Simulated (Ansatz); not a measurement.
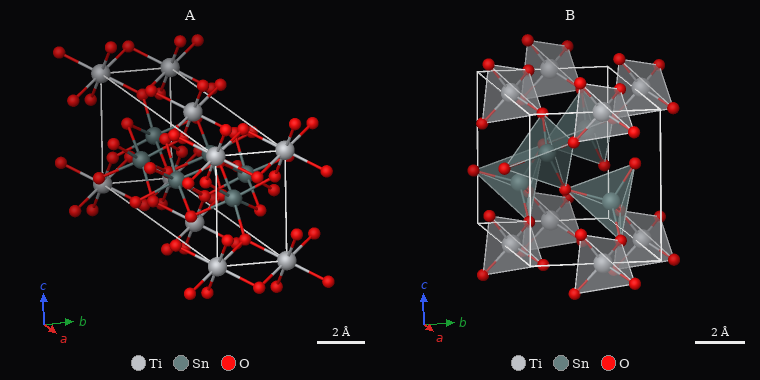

Two structures of TiSn2O6, each relaxed to rest (conventional cells in solid outline, small ones repeated, not to one scale). Method: DFT PBE, scalar-relativistic, plane waves, PAW (Ansatz), without spin polarisation.

**Name structures A and B.**

A: 18 atoms a cell on a base-centred monoclinic lattice, C2/m. B: 18 atoms a cell on a base-centred monoclinic lattice, C2.

**Which form lies lower?**

A is lower, by 152 meV/atom at this level of theory (energies at zero smearing). Volumes: A 12.5, B 19.2 Å³/atom.

One or both may be structure types tried for this composition rather than known phases.
